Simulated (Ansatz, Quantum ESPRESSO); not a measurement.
**NaSbSe3 (Pm-3m): zone-centre phonons**

Aim: the zone-centre modes of NaSbSe3 (Pm-3m).

Calculated with Quantum ESPRESSO 8.0 development, patched; DFT LDA, scalar-relativistic, plane waves, PseudoDojo norm-conserving pseudopotentials.

The structure was built from a prototype and need not be the compound's stable phase.

**1. The structure**

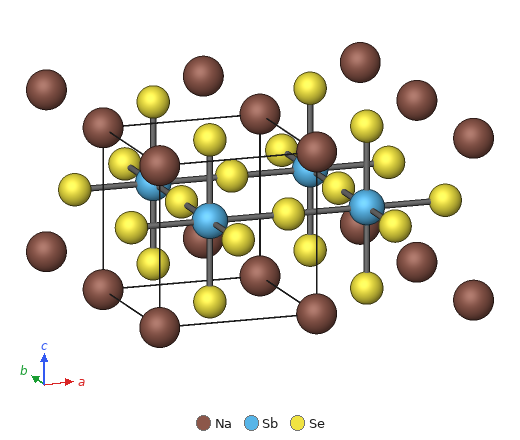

The starting structure, seen slightly off an axis (sodium brown, antimony blue, selenium yellow). 2×2×1 cells are drawn. Some periodic images of atoms are drawn too.

**2. A probe with smearing**

Before anything dear is run, a loose run with smearing shows whether this is a metal and how far the cell is from rest.

probe.in reads:

```
 &control
    calculation='scf',
    prefix='x',
    outdir='./tmp',
    pseudo_dir='./pseudo',
    tprnfor=.true.,
    tstress=.true.,
    verbosity='high',
 /
 &system
    ibrav=1,
    celldm(1)=10.04502819,
    nat=5,
    ntyp=3,
    ecutwfc=88.0,
    occupations='smearing',
    smearing='gaussian',
    degauss=0.01,
 /
 &electrons
    conv_thr=1.0d-07,
    mixing_beta=0.7,
    electron_maxstep=100,
 /
ATOMIC_SPECIES
 Na     22.9898  Na.upf
 Sb    121.7600  Sb.upf
 Se     78.9710  Se.upf
ATOMIC_POSITIONS crystal
 Na     0.000000000   0.000000000   0.000000000
 Sb     0.500000000   0.500000000   0.500000000
 Se     0.500000000   0.500000000   0.000000000
 Se     0.500000000   0.000000000   0.500000000
 Se     0.000000000   0.500000000   0.500000000
K_POINTS automatic
 4 4 4 0 0 0
```

Started as:

```sh
> OMP_NUM_THREADS=1 mpirun -n 4 pw.x -nk 4 -in probe.in > probe.out
```

The program printed:

```text
[banners, grids, parts of the stress and lines that vanish by symmetry left out]
Program PWSCF v.8.0dev
     bravais-lattice index     =            1
     lattice parameter (alat)  =      10.0450  a.u.
[...]
kinetic-energy cutoff     =      88.0000  Ry
     charge density cutoff     =     352.0000  Ry
     scf convergence threshold =      1.0E-07
[...]
Exchange-correlation= SLA-PW-NOGX-NOGC
                           (   1   4   0   0   0   0   0)
[...]
48 Sym. Ops., with inversion, found
[...]
(     0          1          0      )
                  (     0          0          1      )
[...]
(  0.0000000  1.0000000  0.0000000 )
                  (  0.0000000  0.0000000  1.0000000 )
[...]
(     0         -1          0      )
                  (     0          0          1      )
[...]
( -1.0000000  0.0000000  0.0000000 )
                  (  0.0000000  1.0000000  0.0000000 )
[...]
number of k points=    10  Gaussian smearing, width (Ry)=  0.0100
[...]
End of self-consistent calculation
[...]
the Fermi energy is     5.2822 ev
!    total energy              =    -999.80618805 Ry
[...]
convergence has been achieved in   7 iterations
[...]
atom    1 type  1   force =     0.00000000    0.00000000    0.00000000
     atom    2 type  2   force =     0.00000000    0.00000000    0.00000000
     atom    3 type  3   force =     0.00000000    0.00000000    0.00000000
     atom    4 type  3   force =     0.00000000    0.00000000    0.00000000
     atom    5 type  3   force =     0.00000000    0.00000000    0.00000000
[...]
Total force =     0.000000     Total SCF correction =     0.000000
[...]
total   stress  (Ry/bohr**3)                   (kbar)     P=      -19.15
[...]
XML data file, charge density, pseudopotentials, collected wavefunctions

   JOB DONE.
```

Wall time 20 s (4 MPI ranks of Intel Xeon Platinum 8488C (Sapphire Rapids), shared host).

This step gave:

```
volume per atom   : 30.04 Å³
pressure          : -1.915 GPa
gap on the k-mesh : 0 eV
```

No gap opens on this mesh, so smearing is kept; the start stands at -1.9 GPa.

**3. Relaxing the cell and atoms**

The relaxation runs at a cutoff a fifth above that of the response, since stress converges more slowly with the basis than frequencies do. Forces and stress are brought to rest with tight thresholds.

relax.in reads:

```
 &control
    calculation='vc-relax',
    prefix='x',
    outdir='./tmp',
    pseudo_dir='./pseudo',
    tprnfor=.true.,
    tstress=.true.,
    forc_conv_thr=2.0d-05,
    etot_conv_thr=1.0d-07,
    nstep=40,
 /
 &system
    ibrav=1,
    celldm(1)=10.04502819,
    nat=5,
    ntyp=3,
    ecutwfc=106,
    occupations='smearing',
    smearing='mv',
    degauss=0.02,
 /
 &electrons
    conv_thr=1.0d-11,
    mixing_beta=0.7,
    electron_maxstep=100,
 /
 &ions
 /
 &cell
    press_conv_thr=0.2,
 /
ATOMIC_SPECIES
 Na     22.9898  Na.upf
 Sb    121.7600  Sb.upf
 Se     78.9710  Se.upf
ATOMIC_POSITIONS crystal
 Na     0.000000000   0.000000000   0.000000000
 Sb     0.500000000   0.500000000   0.500000000
 Se     0.500000000   0.500000000   0.000000000
 Se     0.500000000   0.000000000   0.500000000
 Se     0.000000000   0.500000000   0.500000000
K_POINTS automatic
 6 6 6 0 0 0
```

Started as:

```sh
> OMP_NUM_THREADS=1 mpirun -n 4 pw.x -nk 4 -in relax.in > relax.out
```

The program printed:

```text
[banners, grids, parts of the stress and lines that vanish by symmetry left out]
[banner, memory and clock lines left out]
Program PWSCF v.8.0dev

[...]
kinetic-energy cutoff     =     106.0000  Ry
     charge density cutoff     =     424.0000  Ry
     scf convergence threshold =      1.0E-11
[...]
energy convergence thresh.=      1.0E-07
     force convergence thresh. =      2.0E-05
     press convergence thresh. =      2.0E-01
     Exchange-correlation= SLA-PW-NOGX-NOGC
                           (   1   4   0   0   0   0   0)
[...]
48 Sym. Ops., with inversion, found
[...]
number of k points=    20  Marzari-Vanderbilt smearing, width (Ry)=  0.0200
[...]
End of self-consistent calculation
[...]
the Fermi energy is     5.2267 ev
!    total energy              =    -999.80955557 Ry
[...]
convergence has been achieved in  11 iterations
[...]
atom    1 type  1   force =     0.00000000    0.00000000    0.00000000
     atom    2 type  2   force =     0.00000000    0.00000000    0.00000000
     atom    3 type  3   force =     0.00000000    0.00000000    0.00000000
     atom    4 type  3   force =     0.00000000    0.00000000    0.00000000
     atom    5 type  3   force =     0.00000000    0.00000000    0.00000000
     Total force =     0.000000     Total SCF correction =     0.000000
[...]
total   stress  (Ry/bohr**3)                   (kbar)     P=      -16.01
[...]
number of bfgs steps    =   0
[...]
CELL_PARAMETERS (alat= 10.04502819)
[...]
ATOMIC_POSITIONS (crystal)
Na               0.0000000000        0.0000000000        0.0000000000
Sb               0.5000000000        0.5000000000        0.5000000000
Se               0.5000000000        0.5000000000        0.0000000000
Se               0.5000000000        0.0000000000        0.5000000000
[...]
New effective cutoffs (rho, wfc):  426.04  106.58
[...]
End of self-consistent calculation
[...]
the Fermi energy is     5.3174 ev
!    total energy              =    -999.81036819 Ry
[...]
convergence has been achieved in   6 iterations
[...]
atom    1 type  1   force =     0.00000000    0.00000000    0.00000000
     atom    2 type  2   force =     0.00000000    0.00000000    0.00000000
     atom    3 type  3   force =     0.00000000    0.00000000    0.00000000
     atom    4 type  3   force =     0.00000000    0.00000000    0.00000000
     atom    5 type  3   force =     0.00000000    0.00000000    0.00000000
     Total force =     0.000000     Total SCF correction =     0.000000
[...]
total   stress  (Ry/bohr**3)                   (kbar)     P=      -12.96
[...]
number of bfgs steps    =   1
[...]
WARNING: bfgs curvature condition failed, Theta= 0.994
[...]
CELL_PARAMETERS (alat= 10.04502819)
[...]
ATOMIC_POSITIONS (crystal)
[...]
New effective cutoffs (rho, wfc):  429.55  107.45
[...]
End of self-consistent calculation
[...]
the Fermi energy is     5.4554 ev
!    total energy              =    -999.81125067 Ry
[...]
convergence has been achieved in   8 iterations
[...]
atom    1 type  1   force =     0.00000000    0.00000000    0.00000000
     atom    2 type  2   force =     0.00000000    0.00000000    0.00000000
     atom    3 type  3   force =     0.00000000    0.00000000    0.00000000
     atom    4 type  3   force =     0.00000000    0.00000000    0.00000000
[...]
Total force =     0.000000     Total SCF correction =     0.000000
[...]
total   stress  (Ry/bohr**3)                   (kbar)     P=       -8.11
[...]
number of bfgs steps    =   2
[...]
CELL_PARAMETERS (alat= 10.04502819)
[...]
ATOMIC_POSITIONS (crystal)
[...]
New effective cutoffs (rho, wfc):  434.89  108.79
[...]
End of self-consistent calculation
[...]
the Fermi energy is     5.6668 ev
!    total energy              =    -999.81177614 Ry
[...]
convergence has been achieved in   8 iterations
[...]
Total force =     0.000000     Total SCF correction =     0.000000
[...]
total   stress  (Ry/bohr**3)                   (kbar)     P=       -0.22
[...]
number of bfgs steps    =   3
[...]
CELL_PARAMETERS (alat= 10.04502819)
[...]
ATOMIC_POSITIONS (crystal)
[...]
New effective cutoffs (rho, wfc):  435.04  108.83
[...]
End of self-consistent calculation
[...]
the Fermi energy is     5.6725 ev
!    total energy              =    -999.81177648 Ry
[...]
convergence has been achieved in   6 iterations
[...]
Total force =     0.000000     Total SCF correction =     0.000000
[...]
total   stress  (Ry/bohr**3)                   (kbar)     P=        0.01
[...]
number of bfgs steps    =   4
[...]
small trust_radius: resetting bfgs history
[...]
CELL_PARAMETERS (alat= 10.04502819)
[...]
ATOMIC_POSITIONS (crystal)
[...]
New effective cutoffs (rho, wfc):  435.04  108.83
[...]
End of self-consistent calculation
[...]
the Fermi energy is     5.6725 ev
!    total energy              =    -999.81177648 Ry
[...]
convergence has been achieved in   3 iterations
[...]
atom    3 type  3   force =     0.00000000    0.00000000    0.00000000
     atom    4 type  3   force =     0.00000000    0.00000000    0.00000000
     atom    5 type  3   force =     0.00000000    0.00000000    0.00000000
     Total force =     0.000000     Total SCF correction =     0.000000
[...]
total   stress  (Ry/bohr**3)                   (kbar)     P=        0.01
[...]
bfgs converged in   6 scf cycles and   5 bfgs steps
[...]
End of BFGS Geometry Optimization
     Final enthalpy           =    -999.8117764815 Ry
     File ./tmp/x.bfgs deleted, as requested
[...]
CELL_PARAMETERS (alat= 10.04502819)
[...]
ATOMIC_POSITIONS (crystal)
[...]
Se               0.5000000000        0.0000000000        0.5000000000
Se               0.0000000000        0.5000000000        0.5000000000
[...]
Final scf calculation at the relaxed structure.
[...]
kinetic-energy cutoff     =     106.0000  Ry
     charge density cutoff     =     424.0000  Ry
     scf convergence threshold =      1.0E-13
[...]
press convergence thresh. =      2.0E-01
     Exchange-correlation= SLA-PW-NOGX-NOGC
                           (   1   4   0   0   0   0   0)
[...]
48 Sym. Ops., with inversion, found
[...]
number of k points=    20  Marzari-Vanderbilt smearing, width (Ry)=  0.0200
[...]
End of self-consistent calculation
[...]
the Fermi energy is     5.6725 ev
!    total energy              =    -999.81176325 Ry
[...]
convergence has been achieved in  11 iterations
[...]
atom    1 type  1   force =     0.00000000    0.00000000    0.00000000
     atom    2 type  2   force =     0.00000000    0.00000000    0.00000000
     atom    3 type  3   force =     0.00000000    0.00000000    0.00000000
     atom    4 type  3   force =     0.00000000    0.00000000    0.00000000
     atom    5 type  3   force =     0.00000000    0.00000000    0.00000000
     Total force =     0.000000     Total SCF correction =     0.000000
[...]
total   stress  (Ry/bohr**3)                   (kbar)     P=        0.01
[...]
XML data file, charge density, pseudopotentials, collected wavefunctions
```

Run time: 5.8 min. Hardware: 4 MPI ranks; 23 min of CPU time.

Step by step:

```csv
step,energy less that of the first step (eV),largest force (eV/Å),pressure (GPa),volume (Å³)
1,0.0000,0.0000,-1.60,150.20
2,-0.0111,0.0000,-1.30,148.97
3,-0.0231,0.0000,-0.81,147.15
4,-0.0302,0.0000,-0.02,144.45
5,-0.0302,0.0000,0.00,144.38
6,-0.0302,0.0000,0.00,144.38
7,-0.0300,0.0000,0.00,144.38
```

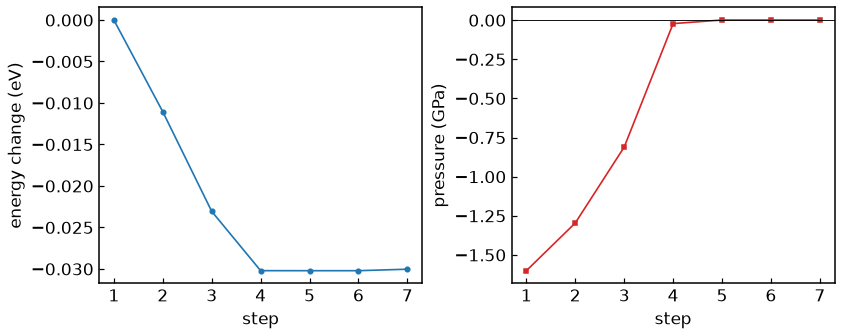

Energy and pressure along the relaxation.

```csv
"conventional cell, symmetrised",before,after,change
a (Å),5.316,5.246,-1.3 %
b (Å),5.316,5.246,-1.3 %
c (Å),5.316,5.246,-1.3 %
volume (Å³/atom),30.04,28.88,-3.9 %
```

The relaxed structure:

```xyz
5
Lattice="5.2460 0.0000 0.0000 0.0000 5.2460 0.0000 0.0000 0.0000 5.2460" Properties=species:S:1:pos:R:3 pbc="T T T"
Na    0.0000    0.0000    0.0000
Sb    2.6230    2.6230    2.6230
Se    2.6230    2.6230    0.0000
Se    2.6230    0.0000    2.6230
Se    0.0000    2.6230    2.6230
```

The last row of the table of steps is pw.x's closing run on a basis chosen anew for the final cell, so its energy can jump.

This step gave:

```yaml
volume_per_atom: 28.88 Å³
pressure: 0.001 GPa
```

The volume changes by -3.9 % from the cell with which this run began.

**4. Ground state**

The response is built on this ground state, so it is converged far tighter than an energy would need. Smearing stays on, as the first look found no gap above 0.3 eV.

scf.in reads:

```
 &control
    calculation='scf',
    prefix='x',
    outdir='./tmp',
    pseudo_dir='./pseudo',
    tprnfor=.true.,
    tstress=.true.,
 /
 &system
    ibrav=1,
    celldm(1)=9.91359584,
    nat=5,
    ntyp=3,
    ecutwfc=88.0,
    occupations='smearing',
    smearing='mv',
    degauss=0.02,
 /
 &electrons
    conv_thr=1.0d-12,
    mixing_beta=0.7,
    electron_maxstep=100,
 /
ATOMIC_SPECIES
 Na     22.9898  Na.upf
 Sb    121.7600  Sb.upf
 Se     78.9710  Se.upf
ATOMIC_POSITIONS crystal
 Na     0.000000000   0.000000000   0.000000000
 Sb     0.500000000   0.500000000   0.500000000
 Se     0.500000000   0.500000000   0.000000000
 Se     0.500000000   0.000000000   0.500000000
 Se     0.000000000   0.500000000   0.500000000
K_POINTS automatic
 6 6 6 0 0 0
```

Started as:

```sh
> OMP_NUM_THREADS=1 mpirun -n 4 pw.x -nk 4 -in scf.in > scf.out
```

The program printed:

```text
[banners, grids, parts of the stress and lines that vanish by symmetry left out]
[banner, memory and clock lines left out]
Program PWSCF v.8.0dev

[...]
kinetic-energy cutoff     =      88.0000  Ry
     charge density cutoff     =     352.0000  Ry
     scf convergence threshold =      1.0E-12
[...]
Exchange-correlation= SLA-PW-NOGX-NOGC
                           (   1   4   0   0   0   0   0)
[...]
48 Sym. Ops., with inversion, found
[...]
number of k points=    20  Marzari-Vanderbilt smearing, width (Ry)=  0.0200
[...]
End of self-consistent calculation
[...]
the Fermi energy is     5.6725 ev
!    total energy              =    -999.81165276 Ry
[...]
convergence has been achieved in  11 iterations
[...]
atom    1 type  1   force =     0.00000000    0.00000000    0.00000000
     atom    2 type  2   force =     0.00000000    0.00000000    0.00000000
     atom    3 type  3   force =     0.00000000    0.00000000    0.00000000
     atom    4 type  3   force =     0.00000000    0.00000000    0.00000000
     atom    5 type  3   force =     0.00000000    0.00000000    0.00000000
     Total force =     0.000000     Total SCF correction =     0.000000
[...]
total   stress  (Ry/bohr**3)                   (kbar)     P=        0.01
[...]
XML data file, charge density, pseudopotentials, collected wavefunctions
```

Run time: 42 s. Hardware: 4 MPI ranks.

The cell stands at 0.001 GPa, close enough for phonons.

(Continued in part 2 of 3.)

[Host names and launcher messages were left out of these logs when they were recorded.]

[Logs are printed without paths, hosts, clocks, repeated set-up lines and the standing remarks that a program may print on its own settings, such as how far it seeks lower states.]

[Hosts, paths, dates, database ids (printed as entryN), source tags and the programs' standing remarks are cut or masked in the printed files.]
